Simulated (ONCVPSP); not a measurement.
# Run report: Xe, pseudopotential generation

Xenon (Xe, Z = 54), core [Ar] 3d10, reference valence 4s2 4p6 4d10 5s2 5p3 (an ion of charge +3), valence charge 26. Computed at this level: ONCV potential, PBE, scalar-relativistic, made with ONCVPSP 4.0.1.

**Input file**
```
# ATOM AND REFERENCE CONFIGURATION
# atsym  z   nc   nv     iexc    psfile
  Xe 54.00    6    5        4      upf
#
#   n    l    f
    1    0    2.00
    2    0    2.00
    2    1    6.00
    3    0    2.00
    3    1    6.00
    3    2   10.00
    4    0    2.00
    4    1    6.00
    4    2   10.00
    5    0    2.00
    5    1    3.00
#
# PSEUDOPOTENTIAL AND OPTIMIZATION
# lmax
    2
#
#   l,   rc,      ep,       ncon, nbas, qcut
    0    0.95    0.00    4    8   10.90
    1    1.30    0.00    4    9   11.70
    2    0.90    0.00    4    8    9.10
#
# LOCAL POTENTIAL
# lloc, lpopt,  rc(5),   dvloc0
    4    5    0.70    4.00
#
# VANDERBILT-KLEINMAN-BYLANDER PROJECTORs
# l, nproj, debl
    0    2    0.60
    1    2    0.50
    2    1    0.90
#
# MODEL CORE CHARGE
# icmod, fcfact, rcfact
    0    0.00    0.00
#
# LOG DERIVATIVE ANALYSIS
# epsh1, epsh2, depsh
  -10.00    5.00    0.04
#
# OUTPUT GRID
# rlmax, drl
    6.00    0.01
#
# TEST CONFIGURATIONS
# ncnf
    4
# nvcnf
#   n    l    f
    5
    4    0    2.00
    4    1    6.00
    4    2   10.00
    5    0    2.00
    5    1    6.00
#
    5
    4    0    2.00
    4    1    6.00
    4    2   10.00
    5    0    2.00
    5    1    5.00
#
    5
    4    0    2.00
    4    1    6.00
    4    2   10.00
    5    0    2.00
    5    1    4.00
#
    5
    4    0    2.00
    4    1    6.00
    4    2    9.00
    5    0    2.00
    5    1    6.00
#
```

Hardware: 1 CPU thread, shared host.

Launched with:
```bash
oncvpsp.x < Xe.dat > Xe.out
```

**Log (extracts)**
```
ONCVPSP  (Optimized Norm-Conservinng Vanderbilt PSeudopotential)
scalar-relativistic version 4.0.1

#   n    l    f        energy (Ha)
    1    0    2.00    -1.2644663E+03
    2    0    2.00    -1.9784765E+02
    2    1    6.00    -1.7765070E+02
    3    0    2.00    -4.1461037E+01
    3    1    6.00    -3.4938729E+01
    3    2   10.00    -2.5269914E+01
    4    0    2.00    -8.4943096E+00
    4    1    6.00    -6.4278608E+00
    4    2   10.00    -3.4132149E+00
    5    0    2.00    -1.8459968E+00
    5    1    3.00    -1.3573743E+00

Reference configufation results
  iterations    21
  all-electron total energy (Ha)   -7.44487531D+03

Begin loop to  construct optimized pseudo wave functions
and semi-local pseudopoentials for all angular momenta

Calculating optimized projector #   1

 for l=   0

    Fraction of norm inside rc  0.842335
    Optimizing pswf for qcut=  10.88 a_B^-1,  ecut=  59.21 Ha
    Residual kinetic energy error=  3.86D-04 Ha

    Energy error per electron        Cutoff
         Ha          eV             Ha
         0.01000     0.27211       45.71
         0.00100     0.02721       54.90
         0.00010     0.00272      127.06
         0.00001     0.00027      204.90

Calculating optimized projector #   2

 for l=   0

    Fraction of norm inside rc  0.071711
    Optimizing pswf for qcut=  10.88 a_B^-1,  ecut=  59.21 Ha
    Residual kinetic energy error=  2.66D-04 Ha

    Energy error per electron        Cutoff
         Ha          eV             Ha
         0.01000     0.27211       43.14
         0.00100     0.02721       53.61
         0.00010     0.00272       78.74
         0.00001     0.00027      175.47

Calculating optimized projector #   1

 for l=   1

    Fraction of norm inside rc  0.963815
    Optimizing pswf for qcut=  11.71 a_B^-1,  ecut=  68.58 Ha
    Residual kinetic energy error=  3.84D-08 Ha

    Energy error per electron        Cutoff
         Ha          eV             Ha
         0.01000     0.27211       25.40
         0.00100     0.02721       30.76
         0.00010     0.00272       35.41
         0.00001     0.00027       50.88

Calculating optimized projector #   2

 for l=   1

    Fraction of norm inside rc  0.112936
    Optimizing pswf for qcut=  11.71 a_B^-1,  ecut=  68.58 Ha
    Residual kinetic energy error=  3.35D-07 Ha

    Energy error per electron        Cutoff
         Ha          eV             Ha
         0.01000     0.27211       21.97
         0.00100     0.02721       27.82
         0.00010     0.00272       46.23
         0.00001     0.00027       57.41

Calculating optimized projector #   1

 for l=   2

    Fraction of norm inside rc  0.581771
    Optimizing pswf for qcut=   9.11 a_B^-1,  ecut=  41.52 Ha
    Residual kinetic energy error=  2.54D-02 Ha

    Energy error per electron        Cutoff
         Ha          eV             Ha
         0.01000     0.27211       48.00
         0.00100     0.02721      229.66
         0.00010     0.00272      289.92
         0.00001     0.00027      367.95

Construct Vanderbilt / Kleinmman-Bylander projectors

B matrix Hermiticity error, ll=   0
   1   2    2.1605E-03

  Orthonormal projector coefficients  3.5007E+01  4.3620E+00

B matrix Hermiticity error, ll=   1
   1   2    1.2285E-03

  Orthonormal projector coefficients  1.8652E+01  2.7665E+00

Pseudoatom total energy -326.662143

Diagnostic tests using Vanderbilt-Kleinman-Bylander pseudopotentials
  1 or more projectors used as specified by nproj input data

   l    rcore       rmatch      e in        delta e   norm test  slope test

   0   0.9507822   0.9796500  -8.4943096  -0.0000598   1.0003437   1.0003701
   0   0.9507822   0.9796500  -1.8459968   0.0000744   1.0001835   1.0001746

   1   1.3054914   1.3451290  -6.4278608   0.0000080   1.0003112   1.0003013
   1   1.3054914   1.3451290  -1.3573743   0.0000292   1.0000834   1.0000649

   2   0.9009470   0.9283017  -3.4132149  -0.0000252   1.0000031   1.0000584

 Testing for bound ghosts
   n   l    E NL Schr. Eq   E Basis Diag.   E Cutoff

   1   0       -8.494369       -8.494361    291.31
   2   0       -1.845922       -1.692816    291.31

   2   1       -6.427853       -6.427852    233.39
   3   1       -1.357345       -1.327546    233.39

   3   2       -3.413240       -3.410234    317.63

 Testing for highly-localized positive-energy ghosts
       l    <radius>/rc     E Basis Diag.   E Cutoff

       0        0.534428        5.892627    291.31  WARNING - GHOST(+)

Test configuration 0

   n   l     f        eae           eps        diff
   1   0  2.0000-1264.46626823
   2   0  2.0000 -197.84764786
   2   1  6.0000 -177.65070391
   3   0  2.0000  -41.46103667
   3   1  6.0000  -34.93872950
   3   2 10.0000  -25.26991389
   4   0  2.0000   -8.49430955   -8.49436933   -5.98D-05
   4   1  6.0000   -6.42786083   -6.42785283    8.00D-06
   4   2 10.0000   -3.41321494   -3.41324013   -2.52D-05
   5   0  2.0000   -1.84599676   -1.84592232    7.44D-05
   5   1  3.0000   -1.35737427   -1.35734508    2.92D-05

    Total energies and differences
      AE_ref= -7.44487531D+03  AE_tst= -7.44487531D+03  dif=  0.00D+00
      PS_ref= -3.26662143D+02  PS_tst= -3.26662143D+02  dif= -2.27D-13
      PSP excitation error=  2.27D-13

Test configuration 1

   n   l     f        eae           eps        diff
   1   0  2.0000-1263.20032628
   2   0  2.0000 -196.59158698
   2   1  6.0000 -176.39349692
   3   0  2.0000  -40.21094155
   3   1  6.0000  -33.68853205
   3   2 10.0000  -24.01948166
   4   0  2.0000   -7.25643401   -7.25613483    2.99D-04
   4   1  6.0000   -5.19149553   -5.19086266    6.33D-04
   4   2 10.0000   -2.18230313   -2.18250005   -1.97D-04
   5   0  2.0000   -0.72550879   -0.72545954    4.92D-05
   5   1  6.0000   -0.30261263   -0.30258578    2.68D-05

    Total energies and differences
      AE_ref= -7.44487531D+03  AE_tst= -7.44730119D+03  dif= -2.43D+00
      PS_ref= -3.26662143D+02  PS_tst= -3.29088611D+02  dif= -2.43D+00
      PSP excitation error=  5.93D-04

Test configuration 2

   n   l     f        eae           eps        diff
   1   0  2.0000-1263.57532693
   2   0  2.0000 -196.96478834
   2   1  6.0000 -176.76691499
   3   0  2.0000  -40.58307453
   3   1  6.0000  -34.06068486
   3   2 10.0000  -24.39167082
   4   0  2.0000   -7.62642639   -7.62618947    2.37D-04
   4   1  6.0000   -5.56124080   -5.56071841    5.22D-04
   4   2 10.0000   -2.55108372   -2.55124174   -1.58D-04
   5   0  2.0000   -1.06859458   -1.06852862    6.60D-05
   5   1  5.0000   -0.62504016   -0.62499984    4.03D-05

    Total energies and differences
      AE_ref= -7.44487531D+03  AE_tst= -7.44684046D+03  dif= -1.97D+00
      PS_ref= -3.26662143D+02  PS_tst= -3.28627775D+02  dif= -1.97D+00
      PSP excitation error=  4.91D-04

Test configuration 3

   n   l     f        eae           eps        diff
   1   0  2.0000-1263.99950979
   2   0  2.0000 -197.38573030
   2   1  6.0000 -177.18823350
   3   0  2.0000  -41.00206622
   3   1  6.0000  -34.47971019
   3   2 10.0000  -24.81077186
   4   0  2.0000   -8.04142571   -8.04130535    1.20D-04
   4   1  6.0000   -5.97574968   -5.97543105    3.19D-04
   4   2 10.0000   -2.96380537   -2.96390539   -1.00D-04
   5   0  2.0000   -1.44434560   -1.44426922    7.64D-05
   5   1  4.0000   -0.97869647   -0.97865278    4.37D-05

    Total energies and differences
      AE_ref= -7.44487531D+03  AE_tst= -7.44604112D+03  dif= -1.17D+00
      PS_ref= -3.26662143D+02  PS_tst= -3.27828250D+02  dif= -1.17D+00
      PSP excitation error=  3.01D-04

Test configuration 4

   n   l     f        eae           eps        diff
   1   0  2.0000-1263.94508108
   2   0  2.0000 -197.35803813
   2   1  6.0000 -177.15918999
   3   0  2.0000  -40.95253717
   3   1  6.0000  -34.43023841
   3   2 10.0000  -24.76592543
   4   0  2.0000   -7.92602306   -7.92291912    3.10D-03
   4   1  6.0000   -5.84728769   -5.84627394    1.01D-03
   4   2  9.0000   -2.80818014   -2.80606173    2.12D-03
   5   0  2.0000   -1.14728903   -1.14700910    2.80D-04
   5   1  6.0000   -0.67724220   -0.67713133    1.11D-04

    Total energies and differences
      AE_ref= -7.44487531D+03  AE_tst= -7.44481284D+03  dif=  6.25D-02
      PS_ref= -3.26662143D+02  PS_tst= -3.26600180D+02  dif=  6.20D-02
      PSP excitation error=  5.09D-04
```

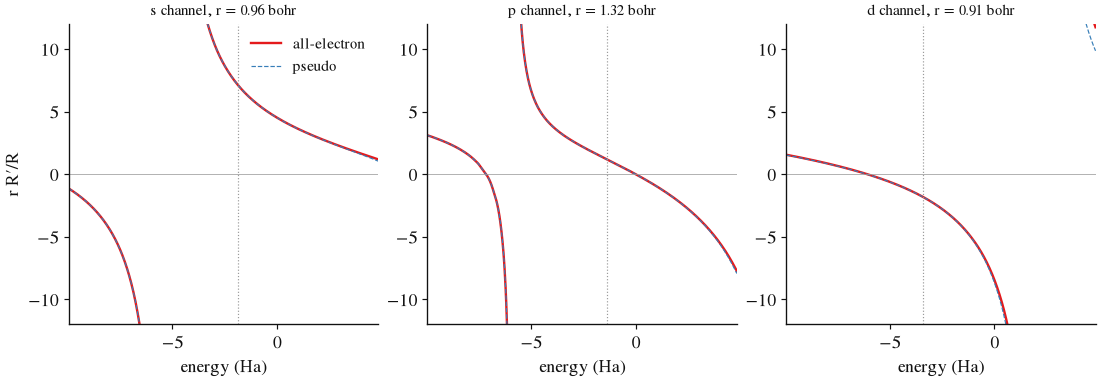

Logarithmic derivatives r R′/R at the test radius against energy, all-electron atom (solid) and pseudo-atom (dashed). Here R(r) is the radial function. The dotted line marks the reference energy of the channel. Not drawn: f: not judged.

- Ghost states: the plot shows none: pseudo and all-electron curves have the same branches in all channels drawn. The separate test gives: no bound ghost flagged; GHOST(+) flagged for s at 160.3 eV.
- Poles, where the radial function vanishes at the test radius: s: all-electron at -5.2 Ha, pseudo at -5.2 Ha; p: all-electron at -5.9 Ha, pseudo at -5.9 Ha; d: all-electron at 2.5 Ha, pseudo at 2.3 Ha.

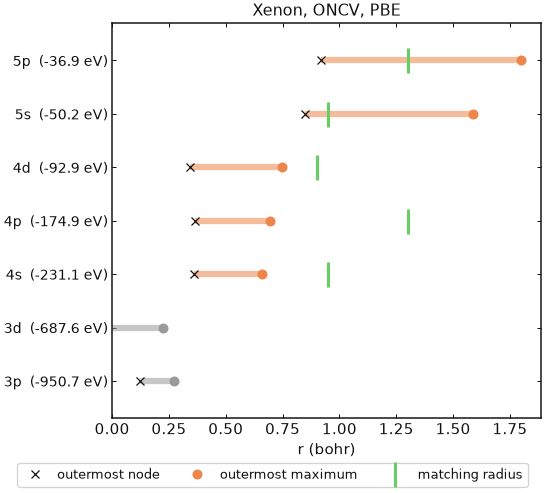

Outer shells of the all-electron reference atom: each bar runs from the outermost node (or the nucleus) to the outermost maximum of u(r); the tick is the radius chosen for the pseudo-wave. Shells without a tick have no pseudo-wave of their own. Levels, nodes and maxima are from ld1.x, scalar-relativistic.

- Radii against the shells: 4s: 0.95 bohr, outside the maximum; 4p: 1.30 bohr, outside the maximum; 4d: 0.90 bohr, outside the maximum; 5s: 0.95 bohr, between node and maximum; 5p: 1.30 bohr, between node and maximum.

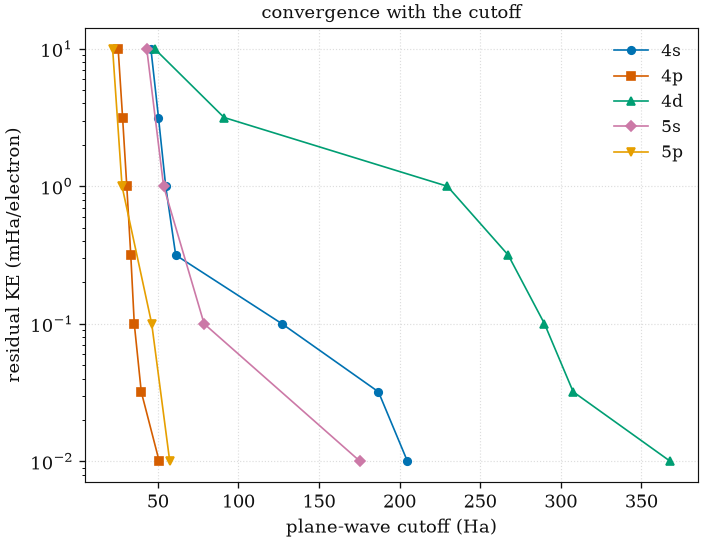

Residual kinetic energy of the pseudo-waves (the first of each channel, and further valence shells) beyond the plane-wave cutoff, as the generator prints it.

- Hardest wave at 1 mHa per electron: 4d, with rc = 0.90 bohr and qcut = 9.1 1/bohr. The optimisation minimises, but can't always remove, the kinetic energy above qcut²/2 = 41.4 Ha, and a larger rc would as a rule soften the wave at some cost in transferability.
- Cutoffs for 1 mHa per electron: 4d: 230 Ha; 4s: 55 Ha; 5s: 54 Ha; 4p: 31 Ha; 5p: 28 Ha.
- Cutoffs for the occupied states: 230 Ha for 1 mHa and 290 Ha for 0.1 mHa per electron. The first is set by 4d.

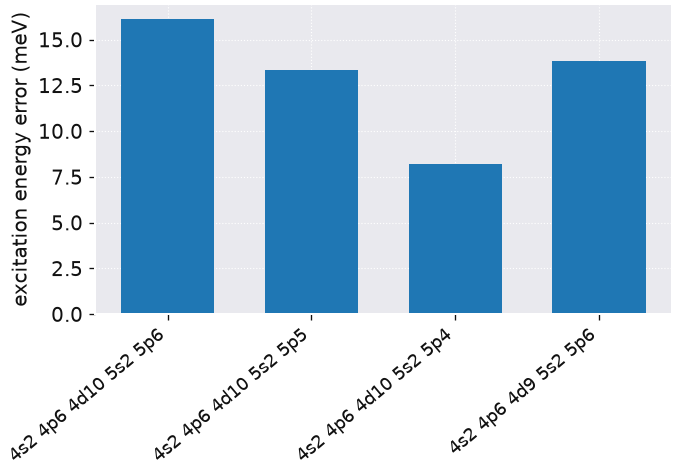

Errors, all-electron minus pseudo, of the energies of valence configurations relative to the unpolarised reference 4s2 4p6 4d10 5s2 5p3.

- Worst configuration: 4s2 4p6 4d10 5s2 5p6 (neutral): the error is +16 meV on an all-electron energy of -66.01 eV relative to the reference, or 0.024 %.

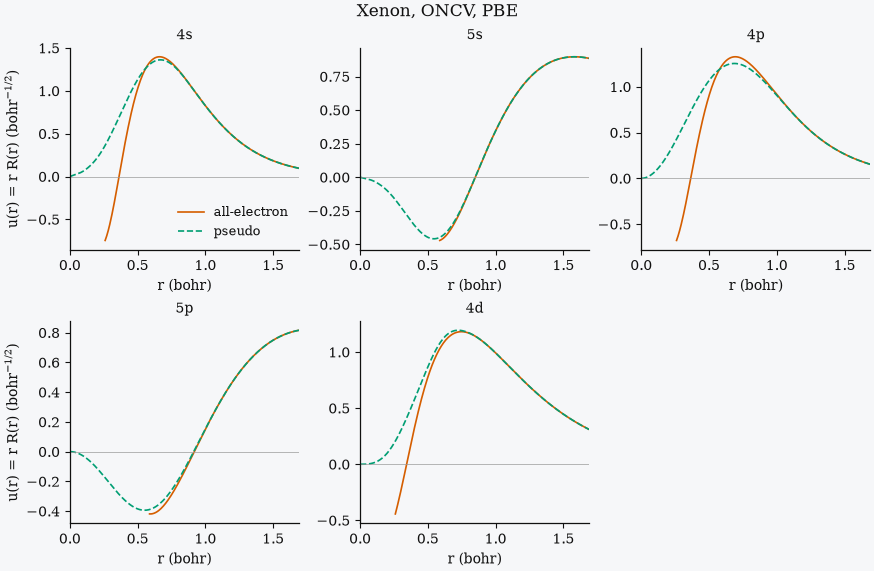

All-electron valence functions (solid) with their pseudo partners (dashed). The innermost oscillations of some all-electron curves aren't drawn. Reference configuration 4s2 4p6 4d10 5s2 5p3.

- Matching radii: 4s at 0.95 bohr; 5s at 0.95 bohr; 4p at 1.30 bohr; 5p at 1.30 bohr; 4d at 0.90 bohr. The curves merge smoothly, so the plot gives these only roughly.
- Nodes of the pseudo-waves: 4s has no node; 5s has a node at about 0.8 bohr; 4p has no node; 5p has a node at about 0.9 bohr; 4d has no node. A node in 5s and 5p is expected, since a lower shell of the same l is also in the valence and the two must stay orthogonal.
- Cutoffs needed: 230 Ha (loose) and 290 Ha (tight), as the cutoffs at which the residual kinetic energy of the hardest occupied pseudo-wave falls to 1 and 0.1 mHa per electron.

**Key numbers**

- outcome: generated
- cutoffs needed: 230 Ha and 290 Ha (the cutoffs at which the residual kinetic energy of the hardest occupied pseudo-wave falls to 1 and 0.1 mHa per electron)
- ghost test: no bound ghost flagged; GHOST(+) flagged for s at 160.3 eV
- largest excitation error: +16 meV (all-electron minus pseudo) for 4s2 4p6 4d10 5s2 5p6, out of 4 test configurations
- range over which the phases arctan(r R′/R) at the test radius agree within 0.05 rad (a looser test near the poles than one of phase shifts): s: up to about 4.7 Ha; p: over the whole range computed; d: over the whole range computed; f: not judged, local potential alone
- wall time: 3.5 s
